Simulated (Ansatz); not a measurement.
## Sensitivity of the G0W0 gap of Cs2HgSe2 (Pbam)

Aim: change settings of a G0W0 run on Cs2HgSe2 (Pbam) and see what moves.

Main program and level: Ansatz 0.2.0; G0W0 on PBE, plane waves, PAW; PAW set soft_1.

### Step 1. The structure

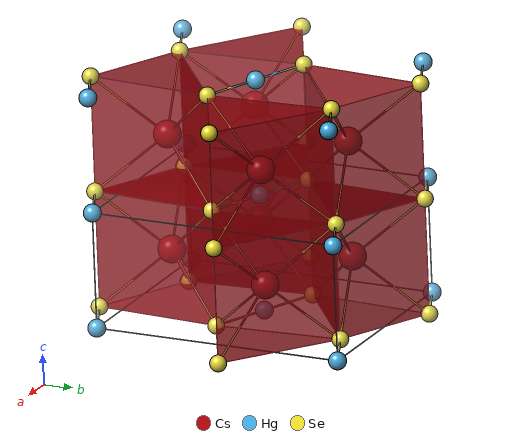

Start, viewed slightly off an axis; caesium red, mercury blue, selenium yellow. 1×1×2 cells are drawn. Some periodic images of atoms are drawn too.

The cell and positions come from the Crystallography Open Database and are kept as given unless a step says otherwise. Spin-orbit coupling is left out unless a step names it.

### Step 2. The base run: 2×2×2 mesh, 420 empty bands, screening to 60 eV, PAW set soft_1 files

Now the one-shot GW correction: screening in the RPA, then the self-energy of the levels asked for. This step takes PAW set soft_1 files.

The input, input.yaml:

```yaml
crystal:
  lattice:
    - [8.1849, 0.0, 0.0]
    - [0.0, 10.3302, 0.0]
    - [0.0, 0.0, 4.7112]
  atoms:
    - { symbol: Cs, position: [0.39222, 0.83311, 0.5] }
    - { symbol: Cs, position: [0.60778, 0.16689, 0.5] }
    - { symbol: Cs, position: [0.89222, 0.66689, 0.5] }
    - { symbol: Cs, position: [0.10778, 0.33311, 0.5] }
    - { symbol: Hg, position: [0.5, 0.5, 0.0] }
    - { symbol: Hg, position: [0.0, 0.0, 0.0] }
    - { symbol: Se, position: [0.23025, 0.59445, 0.0] }
    - { symbol: Se, position: [0.76975, 0.40555, 0.0] }
    - { symbol: Se, position: [0.73025, 0.90555, 0.0] }
    - { symbol: Se, position: [0.26975, 0.09445, 0.0] }
kpoints:
  mp_grid: { grid: [2, 2, 2] }
hamiltonian:
  xc: pbe
  pseudopotentials: { kind: paw, azcp: { folder: soft_1 } }
scf:
  occupations: { method: fixed }
gw:
  n_empty_bands: 420
  ecut_chi: 60
  qp_bands: [v3, c3]
  qp_kpoints: band_edges
  screening: { model: contour_deformation }
```

Command:

```bash
> ansatz run input.yaml --threads 2 --pin off --max-ram 92160MiB --backend cuda --events-out ev --progress --plain --runs-dir out --devices 1 --max-vram 13GiB
```

Numbers of over 12 decimals in the logs are rounded to 6 here.

The log of the run:

```text
GPUs: using 1 of 1 available (devices: 1).
Engine: ansatz 0.2.0, x86_64-unknown-linux-gnu
Pseudopotentials: kind: paw
Pseudopotential: Cs, paw, valence charge 9, recommended cutoff 420 eV (normal), soft_1/Cs.paw.azcp
Pseudopotential: Hg, paw, valence charge 20, recommended cutoff 420 eV (normal), soft_1/Hg.paw.azcp
Pseudopotential: Se, paw, valence charge 16, recommended cutoff 420 eV (normal), soft_1/Se.paw.azcp
Functional definition: PBE
  parameter kappa = 0.804
  parameter beta = 0.066725
  exchange = pbe_x(kappa = kappa, mu = beta*pi^2/3)
  correlation = pbe_c(beta = beta)
device memory: the entry about to start is reckoned to put 3.5 GiB on a device that reports 45.6 GiB free (of which the cap on the GPU budget leaves the run 13.0 GiB)
GPU FFT provider: cuFFT
GPU libraries: cuBLAS 13.8.2, cuFFT 12.4.0, cuSOLVER 12.3.4
Crystal: 10 atoms, lattice volume = 398.340 Å³
Basis set: ecut = 420 eV, 7743 PW (Γ)
Bands: 84, of which v1, the nominal top of the filled ones, is band 70 counted from 1 (69 counted from 0)
Symmetry: 8 space group operations
Space group: Pbam (ITA 55), of the structure as read, at distance tolerance 7.4e-5 Å
k-points: 8
Non-local potential: Cs, projectors of the file, l = 0: 3, l = 1: 2, l = 2: 2, l = 3: 2
Non-local potential: Hg, projectors of the file, l = 0: 3, l = 1: 2, l = 2: 2, l = 3: 1
Non-local potential: Se, projectors of the file, l = 0: 2, l = 1: 2, l = 2: 3, l = 3: 1
PAW form: soft (Blöchl's): semilocal exchange-correlation on the pseudo side does not see the compensation charge
PAW one-centre angular grid: Cs, 194 points (default); XC on 64 Gauss nodes
PAW one-centre angular grid: Hg, 590 points (default); XC on 64 Gauss nodes
PAW one-centre angular grid: Se, 590 points (default); XC on 64 Gauss nodes
Initial density: superposition of atomic densities (chi_scale 0.1, normalization cell, long waves kept (reshape's long-wave potential 0.00 eV rms))
Initial wavefunctions: pseudopotential atomic-orbital guess
GPU buffer pool allocated for 138240 grid points (all kernels)
GPU transforms: local potential and band sums: pruned to the plane-wave sphere, on 60×72×32
Functional: x = pbe(κ = 0.804, μ = 0.219515), c = pbe(β = 0.066725)
SCF iter   1: F=—  HF=-72205.524115 eV  |F-HF|=—  |Δ(HF+E_count)|=         —  Δρ=4.02e-2  dr2=1.60e1  ethr=3.10e-3  ⟨swp⟩=4.5  Hψ=2039  notcnv=0  defer=82
preconditioner: auto → Resta (q_TF=auto, 2.292 Å⁻¹)  ε∞=3.9  [insulator: Δε(μ)=1.864 eV  Ē_g=9.449 eV  n_scr=76 (ndim 8)  ℏωp=16.2 eV  f_vac=0.021  ε∞_Penn≈3.9]
SCF iter   2: F=—  HF=-72201.080603 eV  |F-HF|=—  |Δ(HF+E_count)|=    4.44e0  Δρ=1.74e-2  dr2=2.88e0  ethr=3.10e-3  ⟨swp⟩=3.0  Hψ=1291  notcnv=0  defer=83
[...]
NSCF: frozen V_eff on 8 k-points
[...]
device memory: the entry about to start is reckoned to put 4.2 GiB on a device that reports 45.9 GiB free (of which the cap on the GPU budget leaves the run 13.0 GiB)
NSCF: frozen V_eff on 8 k-points
G₀W₀ screening: q 1/8
[... further progress lines ...]
SCF converged after 10 iterations
Free energy (F): -72199.821821 eV
Harris-Foulkes:  -72199.821821 eV  (|F-HF|=1.56e-8)
Internal energy: -72199.821821 eV  (E = F + TS)
E sigma→0 (E₀):  -72199.821821 eV
Fermi energy:    5.189591 eV
--- Per-component energies (eV) ---
  E_band       = -2929.664330
  E_kinetic    = 2174.996887
  E_local      = -22305.966395  (includes V_loc(G=0)·N_el)
  E_nonlocal   = -1162.263395
  E_hartree    = 10736.487843
  E_xc         = -1484.191039
  E_vxc        = -1417.353378  (∫ρ·V_xc dr)
  E_paw        = -48675.725778  (= ΣΔE_a)
  E_vpaw       = -1692.053708  (= ΣTr[D̂ρ^β])
  E_aug_tail   = -0.000543  (compensation charges beyond the density's cutoff)
  E_ewald      = -11483.159401
  E_smearing   = -0.000000  (= −TS)
  E_closure    = -0.000000  (closes the sum)
  Σ components = -72199.821821   (vs F -72199.821821, Δ=0.00e0)
--- Band table (eV; the first three rows and the last of 8) ---
  k-point 0: bands = [... 66 lower, 4.8476, 5.0046, 5.1275, 5.1627, 7.1886, 8.0391, 8.3098, 8.8803, ... 10 higher]
  k-point 1: bands = [... 66 lower, 4.4876, 4.6092, 4.6477, 4.8847, 7.9787, 8.0120, 8.0447, 8.1821, ... 10 higher]
  k-point 2: bands = [... 66 lower, 4.6769, 4.6769, 5.1537, 5.1537, 7.6613, 7.6613, 8.6382, 8.6382, ... 10 higher]
  k-point 7: bands = [... 66 lower, 4.5122, 4.5122, 5.0915, 5.0915, 7.5756, 7.5756, 8.3619, 8.3619, ... 10 higher]
--- G₀W₀: contour deformation, 7 samples at zero and on the imaginary axis and 1 off it, 8 q-points, 420 empty bands' worth ---
  eigenvalues of the whole cell's RPA ε∞ on this k-mesh (on a slab, of 1 + 4πα/V) = 3.6397, 3.6821, 4.6600; static W/v taken at q = 0 is 0.254901
  gw.qp_kpoints: band_edges: 8 of 8 stored k-points solved, in 1 pass; an edge of the gap read off the rows below is read off those points alone
    ik  band        ε_KS         Σx   Σc(E_QP)       V_xc       Z   E_QP_lin       E_QP  E_QP is
     0    68      5.0046   -17.5454     2.3092   -14.5410  0.7520     4.2972     4.3094  root
     0    69      5.1275   -17.5842     2.4120   -14.4495  0.7510     4.3915     4.4048  root
     0    70      5.1627   -17.7424     2.4192   -14.6022  0.7516     4.4288     4.4418  root
     0    71      7.1886    -9.4500    -2.7720   -12.8546  0.8036     7.8267     7.8212  root
     0    72      8.0391    -5.1299    -3.0292    -8.5521  0.8079     8.4346     8.4321  root
     0    73      8.3098   -10.6310    -3.0524   -14.5726  0.7864     9.2155     9.1989  root
     1    68      4.6092   -16.9703     2.3428   -13.8632  0.7481     3.8273     3.8450  root
     1    69      4.6477   -17.1496     2.3403   -14.0435  0.7494     3.8647     3.8820  root
[...]
7    70      5.0915   -17.5694     2.2755   -14.6044  0.7534     4.3904     4.4021  root
     7    71      7.5756    -5.0034    -2.9674    -8.3406  0.8082     7.9477     7.9455  root
     7    72      7.5756    -5.0034    -2.9674    -8.3406  0.8082     7.9477     7.9455  root
     7    73      8.3619   -10.3770    -3.1101   -14.3978  0.7883     9.2896     9.2726  root
```

Wall time 35 s (1 × NVIDIA H100 80GB HBM3 (shared by 6 runs) with 2 threads of AMD EPYC 7R13 (Zen 3), shared host); peak memory 2.1 GiB.

This step gave:

| Property | Result |
| --- | --- |
| bands summed | 490 |
| RPA ε∞ on this mesh (eigenvalues) | 3.640, 3.682, 4.660 |
| plane waves in the screening matrix | 415 |
| q-points in the mesh | 8 |
| G0W0 gap on the mesh | 3.342 eV |
| k of the valence top | -0.5, 0, 0 |
| k of the conduction bottom | 0, 0, 0 |
| starting gap on the mesh | 1.999 eV |
| Z at the valence top | 0.7524 |
| Z at the conduction bottom | 0.8036 |
| least direct G0W0 gap on the computed points | 3.379 eV |

The gap on the mesh goes from 2.00 eV to 3.34 eV, a correction of +1.34 eV. Between the two edge states, bare exchange in place of the xc potential would open the gap by 6.52 eV, and correlation takes back 5.17 eV.

### Step 3. Variant: static remainder

This step: G0W0 on PBE, plane waves, norm-conserving pseudopotentials.

input.yaml, as its differences from that of step 2:

```diff
@@ -20,3 +20,3 @@
   xc: pbe
-  pseudopotentials: { kind: paw, azcp: { folder: soft_1 } }
+  pseudopotentials: { kind: nc }
 scf:
@@ -25,3 +25,3 @@
   n_empty_bands: 420
-  ecut_chi: 60
+  ecut_chi: 100
   qp_bands: [v3, c3]
@@ -29 +29,2 @@
   screening: { model: contour_deformation }
+  static_remainder: true
```

The log of the run:

```text
Warning: gw takes pair_densities: pseudo, which can misplace gaps by tens of per cent, since gw.static_remainder lacks the terms of the atoms
GPUs: using 1 of 1 available (devices: 1).
[...]
GPU FFT provider: cuFFT
GPU libraries: cuBLAS 13.8.2, cuFFT 12.4.0, cuSOLVER 12.3.4
Crystal: 10 atoms, lattice volume = 398.340 Å³
Basis set: ecut = 1170.089609 eV, 36187 PW (Γ)
Bands: 84, of which v1, the nominal top of the filled ones, is band 70 counted from 1 (69 counted from 0)
[... 1 set-up line as in the run before ...]
[...]
k-points: 8
[...]
GPU buffer pool allocated for 622080 grid points (all kernels)
[...]
SCF iter   1: F=—  HF=-24816.256105 eV  |F-HF|=—  |Δ(HF+E_count)|=         —  Δρ=4.52e-2  dr2=1.87e1  ethr=3.10e-3  ⟨swp⟩=5.5  Hψ=2248  notcnv=0  defer=92
[...]
SCF iter   9: F=-24809.212347 eV  HF=-24809.212347 eV  |F-HF|=6.13e-8  |Δ(HF+E_count)|=   7.55e-7  Δρ=5.34e-6  dr2=8.98e-8  ethr=7.14e-11  ⟨swp⟩=19.0  Hψ=5270  notcnv=0
SCF 1 converged in 9 iterations: F = -24809.212347 eV  dr2 = 8.98e-8
[...]
NSCF: frozen V_eff on 8 k-points
[...]
G₀W₀ screening: q 1/8
[... further progress lines ...]
SCF converged after 9 iterations
Free energy (F): -24809.212347 eV
[...]
Internal energy: -24809.212347 eV  (E = F + TS)
E sigma→0 (E₀):  -24809.212347 eV
Fermi energy:    5.443421 eV
[...]
--- Band table (eV; the first three rows and the last of 8) ---
  k-point 0: bands = [... 66 lower, 5.1017, 5.2584, 5.3812, 5.4164, 7.4313, 8.2914, 8.5504, 9.1322, ... 10 higher]
  k-point 1: bands = [... 66 lower, 4.7415, 4.8634, 4.9019, 5.1386, 8.2290, 8.2627, 8.2854, 8.4342, ... 10 higher]
  k-point 2: bands = [... 66 lower, 4.9305, 4.9305, 5.4074, 5.4074, 7.9051, 7.9051, 8.8885, 8.8885, ... 10 higher]
  k-point 7: bands = [... 66 lower, 4.7660, 4.7660, 5.3454, 5.3454, 7.8266, 7.8266, 8.6031, 8.6031, ... 10 higher]
[...]
static-remainder magnitude (band-truncation diagnostic): 0.5808 eV
[...]
0    68      5.2584   -16.8909     2.4473   -12.9836  0.7497     3.7293     3.7984  root
     0    69      5.3812   -17.1131     2.5791   -13.0336  0.7492     3.8071     3.8808  root
     0    70      5.4164   -17.2458     2.5850   -13.1519  0.7497     3.8339     3.9074  root
     0    71      7.4313    -8.1231    -2.8838   -11.0914  0.8026     7.5159     7.5158  root
     0    72      8.2914    -4.3908    -3.1618    -7.7538  0.8075     8.4933     8.4927  root
     0    73      8.5504    -9.3969    -3.1305   -12.7017  0.7850     8.7251     8.7246  root
     1    68      4.8634   -16.2633     2.4685   -12.3717  0.7461     3.3573     3.4403  root
     1    69      4.9019   -16.4116     2.4614   -12.5180  0.7474     3.3879     3.4697  root
[...]
7    70      5.3454   -16.9547     2.4167   -13.0779  0.7513     3.8179     3.8853  root
     7    71      7.8266    -4.3831    -3.0643    -7.5971  0.8079     7.9766     7.9762  root
     7    72      7.8266    -4.3831    -3.0643    -7.5971  0.8079     7.9766     7.9762  root
     7    73      8.6031    -9.1264    -3.2049   -12.5564  0.7868     8.8291     8.8282  root
```

The job ended after 84 s (1 × NVIDIA H100 80GB HBM3 (shared by 6 runs) with 2 threads; peak memory 5 GiB; 2.2 min of CPU time).

Against the base:

```tsv
setting	base	variant
files	PAW set soft_1	norm-conserving
screening cutoff (eV)	60	100
static remainder	-	true
```

```tsv
quantity	variant	base
starting gap on the mesh	1.988	1.999
G0W0 gap on the mesh	3.578	3.342
least direct G0W0 gap on the computed points	3.608	3.379
Z at the valence top	0.750	0.752
Z at the conduction bottom	0.803	0.804
```

### Step 4. Summary of results

```yaml
base: 3.34 eV, 35 s
static_remainder: 3.58 eV, 84 s
```

In words: Static remainder: the gap moves by +0.24 eV and the time by a factor of 2.4 (the plane-wave cutoff goes from 420 to 1170.09 eV); such settings are too crude to quote. The variant differs from the base in files, screening cutoff and static remainder together, so the change can't be laid to one of them. This option needs pseudo pair densities, which the log warns can misplace gaps. All runs here use a coarse mesh and modest cutoffs; they test settings and are not final values. The 2×2×2 mesh is coarse for this cell (its supercell is 9 Å along the shortest edge). The RPA ε∞ on it, from the PBE start, is 3.64, 3.68 and 4.66; such meshes misread the long-range screening, most where the gap is narrow. The many-body steps are scalar-relativistic: spin-orbit coupling is not in them.

[Paths, hosts, dates, memory and timing lines, banners, echoed tables and standing remarks are left out of the program output.]

[Logs are printed without paths, hosts, clocks, repeated set-up lines and the standing remarks that a program may print on its own settings, such as how far it seeks lower states.]

[Runs of the session that timed out or met a known fault of the program may be left out.]

[Cells called generated may have been cut or substituted from an entry of the Crystallography Open Database or the Materials Project.]

[Hosts, paths, dates, database ids (printed as entryN), source tags and the programs' standing remarks are cut or masked in the printed files.]
